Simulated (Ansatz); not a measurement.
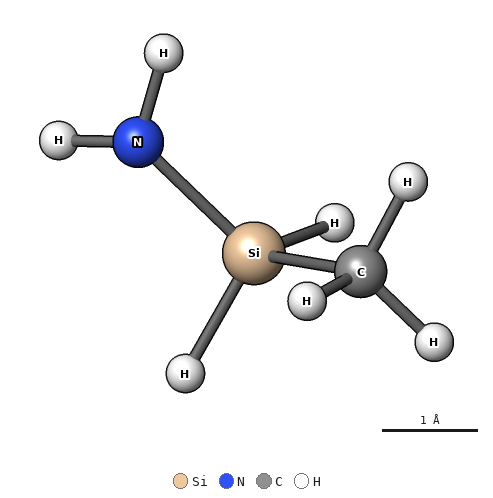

**Figure 1.** The input geometry (ball-and-stick view, seen at a tilt).

## Nudged elastic band, with input and output: CH$_{7}$NSi

CH$_{7}$NSi, computed with RKS PBE0-D4/def2-SVP (Ansatz 0.2.0).

**Input file**
```yaml
crystal:
  periodic: [false, false, false]
  atoms:
    - {symbol: Si, position_ang: [-0.451622, 0.144398, 0.474793]}
    - {symbol: N, position_ang: [0.741775, 1.387850, 0.419915]}
    - {symbol: C, position_ang: [0.001367, -1.208050, -0.725820]}
    - {symbol: H, position_ang: [0.979366, -1.630536, -0.486322]}
    - {symbol: H, position_ang: [-1.841274, 0.597897, 0.152874]}
    - {symbol: H, position_ang: [-0.469117, -0.349768, 1.878759]}
    - {symbol: H, position_ang: [0.936856, 1.854970, -0.451643]}
    - {symbol: H, position_ang: [0.806152, 2.037893, 1.186956]}
    - {symbol: H, position_ang: [-0.740370, -2.010360, -0.700208]}
    - {symbol: H, position_ang: [0.036967, -0.824394, -1.749203]}
basis:
  gaussian: {orbitals: def2-SVP}
hamiltonian: {xc: pbe0, dispersion: d4}
neb:
  images: 5
  climbing: true
  max_iterations: 40
  initial_path: idpp
  final_atoms:
    - {symbol: Si, position_ang: [-0.786579, -0.125380, 0.219136]}
    - {symbol: N, position_ang: [0.909979, 1.110328, 0.277991]}
    - {symbol: C, position_ang: [-0.484572, -1.552774, -0.677066]}
    - {symbol: H, position_ang: [1.570779, 0.569182, -0.274681]}
    - {symbol: H, position_ang: [-1.620214, 0.969142, -0.349895]}
    - {symbol: H, position_ang: [-0.867878, -0.161485, 1.705326]}
    - {symbol: H, position_ang: [0.782636, 2.018839, -0.159624]}
    - {symbol: H, position_ang: [1.295371, 1.246191, 1.208615]}
    - {symbol: H, position_ang: [-0.119104, -2.459069, -0.208574]}
    - {symbol: H, position_ang: [-0.680319, -1.615072, -1.741127]}
```

Machine: 2 threads of Arm Neoverse V2, 23 GiB of memory available, shared host.

Command:
```bash
ansatz run in.yaml --threads 2 --pin off --events-out ev --progress --plain --max-ram 4352MiB
```

**The program's output**
```
Functional definition: PBE0
  name "PBE0"
  cite "Adamo & Barone, J. Chem. Phys. 110, 6158 (1999) doi:10.1063/1.478522"
  cite "Perdew, Burke & Ernzerhof, Phys. Rev. Lett. 77, 3865 (1996) doi:10.1103/PhysRevLett.77.3865"
  parent pbe
  parameter a = 0.25
  parameter kappa = 0.804
  parameter beta = 0.06672455060314922
  exchange = (1 - a)*pbe_x(kappa = kappa, mu = beta*pi^2/3) + a*exact_x
  correlation = pbe_c(beta = beta)
878 factors; integrals over basis functions are off by at most 4.4e-4 eV
mean field evaluation 1: about -10500.8753 eV, gradient 6.0e1 eV
mean field evaluation 2: about -10495.8309 eV, gradient 7.4e1 eV
mean field evaluation 4: about -10508.6201 eV, gradient 3.1e0 eV
mean field evaluation 8: about -10508.6503 eV, gradient 4.8e-2 eV
mean field -10508.65026137 eV, -386.1857740864 hartree, gradient 1.5e-5 eV, S^2 0.000000; 0 other end points of the search recorded, 0 dependent functions left out
the calculation of the forces begins
reference -10508.65028806 eV, -386.1857750672 hartree; 17, 17 occupied and 64, 64 virtual orbitals, 878 factors
878 factors; integrals over basis functions are off by at most 9.4e-4 eV
mean field evaluation 16: about -10496.8807 eV, gradient 6.2e1 eV
mean field -10506.29642810 eV, -386.0992723091 hartree, gradient 6.8e-5 eV, S^2 0.000000; 0 other end points of the search recorded, 0 dependent functions left out
[... from here on the field's lines of each further geometry are left out, up to the last ...]
WARN: NEB end point (image 0): max|allowed force component| = 2.687e-1 eV/Å (the criterion of neb.relax_end_points is 1.000e-2). That is over neb.f_tol: it is no minimum, so the barrier can be far off. Relax it first
WARN: NEB end point (image 6): max|allowed force component| = 3.533e-1 eV/Å (the criterion of neb.relax_end_points is 1.000e-2). That is over neb.f_tol: it is no minimum, so the barrier can be far off. Relax it first
NEB iter   1: max|band force component| = 3.657e0 eV/Å  barrier→ = 4.5497 eV  barrier← = 2.1974 eV  Δτ_max = 0.2000 Å  (167 SCF iters)
NEB iter   2: max|band force component| = 3.356e0 eV/Å  barrier→ = 3.4537 eV  barrier← = 1.1014 eV  Δτ_max = 0.2000 Å  (138 SCF iters)
NEB iter   3: max|band force component| = 9.395e0 eV/Å  barrier→ = 3.2693 eV  barrier← = 0.9170 eV  Δτ_max = 0.1021 Å  (130 SCF iters)
NEB iter   4: max|band force component| = 3.316e0 eV/Å  barrier→ = 2.7424 eV  barrier← = 0.3902 eV  Δτ_max = 0.2000 Å  (123 SCF iters)
NEB iter   5: max|band force component| = 8.381e-1 eV/Å  barrier→ = 2.6691 eV  barrier← = 0.3168 eV  Δτ_max = 0.1998 Å  (125 SCF iters)
NEB iter   6: max|band force component| = 2.812e0 eV/Å  barrier→ = 2.6281 eV  barrier← = 0.2759 eV  Δτ_max = 0.1001 Å  (126 SCF iters)
NEB iter   7: max|band force component| = 6.606e-1 eV/Å  barrier→ = 2.4396 eV  barrier← = 0.0873 eV  Δτ_max = 0.1528 Å  (120 SCF iters)
NEB iter   8: max|band force component| = 3.090e-1 eV/Å  barrier→ = 2.4328 eV  barrier← = 0.0805 eV  CI = image 5  Δτ_max = 0.1961 Å  (114 SCF iters)
NEB iter   9: max|band force component| = 4.082e-1 eV/Å  barrier→ = 2.5606 eV  barrier← = 0.2083 eV  CI = image 5  Δτ_max = 0.1003 Å  (128 SCF iters)
NEB iter  10: max|band force component| = 5.031e-1 eV/Å  barrier→ = 2.5797 eV  barrier← = 0.2274 eV  CI = image 5  Δτ_max = 0.0986 Å  (118 SCF iters)
NEB iter  11: max|band force component| = 4.738e-1 eV/Å  barrier→ = 2.6400 eV  barrier← = 0.2877 eV  CI = image 5  Δτ_max = 0.1002 Å  (123 SCF iters)
NEB iter  12: max|band force component| = 5.664e-1 eV/Å  barrier→ = 2.6932 eV  barrier← = 0.3409 eV  CI = image 5  Δτ_max = 0.0499 Å  (125 SCF iters)
NEB iter  13: max|band force component| = 2.635e-1 eV/Å  barrier→ = 2.6718 eV  barrier← = 0.3195 eV  CI = image 5  Δτ_max = 0.0994 Å  (115 SCF iters)
NEB iter  14: max|band force component| = 1.477e-1 eV/Å  barrier→ = 2.6636 eV  barrier← = 0.3113 eV  CI = image 5  Δτ_max = 0.1005 Å  (120 SCF iters)
NEB iter  15: max|band force component| = 1.715e-1 eV/Å  barrier→ = 2.6610 eV  barrier← = 0.3087 eV  CI = image 5  Δτ_max = 0.0501 Å  (117 SCF iters)
NEB iter  16: max|band force component| = 1.142e-1 eV/Å  barrier→ = 2.6602 eV  barrier← = 0.3079 eV  CI = image 5  Δτ_max = 0.0500 Å  (113 SCF iters)
NEB iter  17: max|band force component| = 9.133e-2 eV/Å  barrier→ = 2.6598 eV  barrier← = 0.3075 eV  CI = image 5  Δτ_max = 0.0499 Å  (110 SCF iters)
NEB iter  18: max|band force component| = 5.875e-2 eV/Å  barrier→ = 2.6590 eV  barrier← = 0.3067 eV  CI = image 5  Δτ_max = 0.0500 Å  (115 SCF iters)
NEB iter  19: max|band force component| = 7.011e-2 eV/Å  barrier→ = 2.6587 eV  barrier← = 0.3064 eV  CI = image 5  Δτ_max = 0.0250 Å  (116 SCF iters)
the calculation of the forces begins
reference -10506.23325744 eV, -386.0969508302 hartree; 17, 17 occupied and 64, 64 virtual orbitals, 879 factors
these checks for a lower state are left out or cut short: stability, starts, cluster_reference, orbital_swaps, neighbouring_geometries, increment
879 factors; integrals over basis functions are off by at most 9.2e-4 eV
mean field -10506.00470535 eV, -386.0885516959 hartree, gradient 1.8e-6 eV, S^2 0.000000; 0 other end points of the search recorded, 0 dependent functions left out
the calculation of the forces begins
reference -10506.00473076 eV, -386.0885526296 hartree; 17, 17 occupied and 64, 64 virtual orbitals, 879 factors
NEB iter  20: max|band force component| = 2.240e-2 eV/Å  barrier→ = 2.6586 eV  barrier← = 0.3063 eV  CI = image 5  CI's point: of a kind that is not told: the force calls were inconclusive, a negative curvature could not be distinguished from the path's own, the only one lies far off the path, or fixed occupations may fill a level only in part  Δτ_max = 0.0000 Å  (925 SCF iters)
```

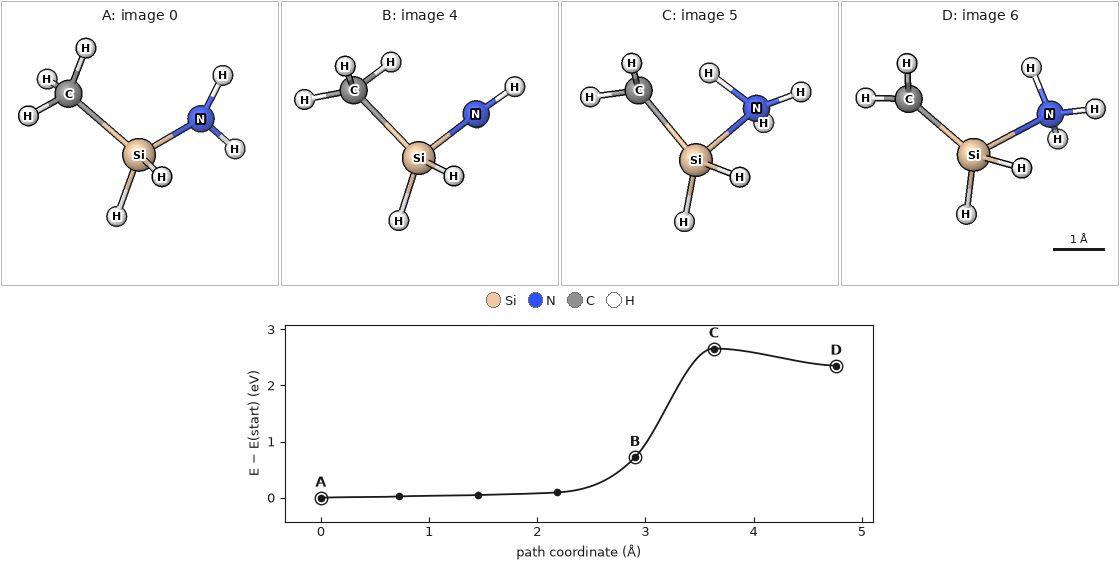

**Figure 2.** Images of the last band (counted from 0; ball-and-stick, seen at a tilt) above the energy along the path; the line is a cubic interpolation that uses the forces. The highest image is number 5, 2.659 eV above the start and 0.306 eV above the end (the climbing image); the end lies 2.352 eV above the start. The path is 4.77 Å long. The band converged in 20 iterations. The end points carry forces over 0.1 eV/Å, so they aren't fully relaxed minima and the barriers are approximate.

```
Total energy: -10506.12138633 eV, -386.0928396426 hartree
Atom 0 at    -0.812054     0.161432     0.322292 Å, force    -0.016098    -0.002785    -0.002709 eV/Å
Atom 1 at     1.000928     0.820361     0.287958 Å, force    -0.002618    -0.011516     0.010329 eV/Å
Atom 2 at    -0.314181    -1.200887    -0.725624 Å, force    -0.000678    -0.001505    -0.000680 eV/Å
Atom 3 at     1.009940    -0.165726    -0.371567 Å, force     0.003259     0.007646    -0.007758 eV/Å
Atom 4 at    -1.579006     1.340856    -0.188150 Å, force     0.002973    -0.000915    -0.002187 eV/Å
Atom 5 at    -1.057100    -0.002253     1.789209 Å, force     0.006565     0.003031     0.002535 eV/Å
Atom 6 at     1.209369     1.687181    -0.212134 Å, force    -0.001262     0.002473    -0.007017 eV/Å
Atom 7 at     1.561546     0.780038     1.141719 Å, force     0.004789    -0.000454     0.005301 eV/Å
Atom 8 at    -0.323955    -2.208870    -0.286686 Å, force    -0.000315     0.002812     0.001201 eV/Å
Atom 9 at    -0.695387    -1.212233    -1.756916 Å, force     0.003384     0.001213     0.000986 eV/Å
Dipole moment:     0.409293     0.564099     0.270851 e Å
```

**The last band as extended XYZ (Å, eV, eV/Å)**
```
10
Properties=species:S:1:pos:R:3:forces:R:3 image=0 energy=-10508.77994
Si   -0.4516    0.1444    0.4748   -0.0991  -0.0411   0.0188
N     0.7418    1.3879    0.4199    0.1668  -0.0983   0.0246
C     0.0014   -1.2081   -0.7258   -0.0525   0.0745   0.0893
H     0.9794   -1.6305   -0.4863    0.2667  -0.1064   0.0634
H    -1.8413    0.5979    0.1529   -0.1690   0.0178  -0.0293
H    -0.4691   -0.3498    1.8788   -0.0150  -0.0661   0.1353
H     0.9369    1.8550   -0.4516    0.0632   0.1407  -0.2515
H     0.8062    2.0379    1.1870    0.0224   0.1962   0.2190
H    -0.7404   -2.0104   -0.7002   -0.1926  -0.2151  -0.0010
H     0.0370   -0.8244   -1.7492    0.0092   0.0979  -0.2687
10
Properties=species:S:1:pos:R:3:forces:R:3 image=1 energy=-10508.75737
Si   -0.4813    0.1992    0.4000    0.0003  -0.0111   0.0059
N     0.7771    1.3866    0.4480    0.0134  -0.0214  -0.0052
C    -0.0579   -1.2309   -0.7409    0.0043   0.0030  -0.0072
H     0.9977   -1.5130   -0.6049   -0.0087  -0.0265   0.0106
H    -1.8067    0.7625   -0.0313    0.0031  -0.0052   0.0102
H    -0.6225   -0.2916    1.8068    0.0236  -0.0032   0.0046
H     0.9311    2.0643   -0.2871   -0.0001   0.0038  -0.0097
H     1.1527    1.6987    1.3333   -0.0256   0.0441   0.0117
H    -0.6837   -2.1110   -0.5248   -0.0285   0.0072  -0.0158
H    -0.2064   -0.9648   -1.7991    0.0181   0.0092  -0.0051
10
Properties=species:S:1:pos:R:3:forces:R:3 image=2 energy=-10508.73213
Si   -0.5398    0.2548    0.3973    0.0271   0.0003   0.0081
N     0.6809    1.4733    0.6034   -0.0135  -0.0140  -0.0130
C    -0.0794   -1.1871   -0.7325    0.0002  -0.0052  -0.0066
H     1.0127   -1.3318   -0.7357    0.0029  -0.0319   0.0206
H    -1.7658    0.9199   -0.1460   -0.0023  -0.0077   0.0087
H    -0.8245   -0.2764    1.7666    0.0097   0.0007   0.0094
H     0.9845    2.0243   -0.1920   -0.0125   0.0165   0.0069
H     1.4695    1.2619    1.2053    0.0011   0.0207  -0.0079
H    -0.5406   -2.1285   -0.3946   -0.0376   0.0047  -0.0127
H    -0.3973   -1.0104   -1.7716    0.0249   0.0159  -0.0134
10
Properties=species:S:1:pos:R:3:forces:R:3 image=3 energy=-10508.68683
Si   -0.5782    0.2915    0.3844    0.0437   0.0113  -0.0225
N     0.7563    1.3669    0.6678   -0.0256   0.0676   0.0526
C    -0.1237   -1.1623   -0.7369    0.0080  -0.0045   0.0024
H     0.9466   -1.0454   -0.9694    0.0181  -0.1025  -0.0692
H    -1.6688    1.1046   -0.2394    0.0009  -0.0199  -0.0026
H    -1.0321   -0.2083    1.7199    0.0041  -0.0115  -0.0148
H     1.0957    1.9291   -0.1053    0.0037   0.0231   0.0194
H     1.5362    1.0339    1.2244    0.0025   0.0259   0.0134
H    -0.2574   -2.1430   -0.2557   -0.0291   0.0032   0.0086
H    -0.6745   -1.1672   -1.6897   -0.0262   0.0074   0.0127
10
Properties=species:S:1:pos:R:3:forces:R:3 image=4 energy=-10508.05510
Si   -0.6847    0.2674    0.3850    0.3884   0.4254   0.1647
N     0.8848    1.0461    0.4508   -0.2809   0.5718   0.4936
C    -0.1893   -1.1477   -0.7282    0.2415   0.1657   0.0326
H     0.8284   -0.6397   -0.6737   -0.5425  -1.5556  -0.8951
H    -1.6584    1.2519   -0.1778   -0.0879  -0.0991  -0.0469
H    -1.0744   -0.0963    1.7815   -0.0777  -0.0919  -0.0375
H     1.1593    1.7914   -0.1716    0.0389   0.1712   0.0676
H     1.5549    0.8662    1.1836    0.0626   0.1432   0.1092
H    -0.2045   -2.1655   -0.3052    0.1245   0.1525   0.0326
H    -0.6161   -1.1739   -1.7442    0.1331   0.1168   0.0792
10
Properties=species:S:1:pos:R:3:forces:R:3 image=5 energy=-10506.12136
Si   -0.8121    0.1614    0.3223   -0.0161  -0.0028  -0.0027
N     1.0009    0.8204    0.2880   -0.0026  -0.0115   0.0103
C    -0.3142   -1.2009   -0.7256   -0.0007  -0.0015  -0.0007
H     1.0099   -0.1657   -0.3716    0.0033   0.0076  -0.0078
H    -1.5790    1.3409   -0.1882    0.0030  -0.0009  -0.0022
H    -1.0571   -0.0023    1.7892    0.0066   0.0030   0.0025
H     1.2094    1.6872   -0.2121   -0.0013   0.0025  -0.0070
H     1.5615    0.7800    1.1417    0.0048  -0.0005   0.0053
H    -0.3240   -2.2089   -0.2867   -0.0003   0.0028   0.0012
H    -0.6954   -1.2122   -1.7569    0.0034   0.0012   0.0010
10
Properties=species:S:1:pos:R:3:forces:R:3 image=6 energy=-10506.42764
Si   -0.7904    0.0531    0.2344   -0.2096  -0.0655   0.0134
N     1.1405    0.8777    0.2590   -0.1282   0.0160   0.0413
C    -0.8325   -1.4029   -0.6657    0.0220   0.0972   0.0558
H     1.6528    0.2042   -0.3056    0.1580  -0.1518  -0.1383
H    -1.3686    1.3082   -0.3198   -0.0442   0.1456  -0.0475
H    -0.8493    0.0315    1.7219    0.0067   0.0168   0.1584
H     1.2113    1.7930   -0.1771    0.0647   0.2362  -0.1126
H     1.5642    0.9210    1.1819    0.1514   0.0204   0.2217
H    -0.6703   -2.3694   -0.2032    0.0552  -0.3182   0.1611
H    -1.0575   -1.4165   -1.7257   -0.0760   0.0034  -0.3533
```

**Key numbers**

```csv
quantity,value
outcome,converged
"barrier, forward",2.659 eV
"barrier, backward",0.306 eV
dipole moment (one image of the band),3.59 D
wall time,2.4 min (CPU time 4.5 min)
peak memory,0.42 GiB
```
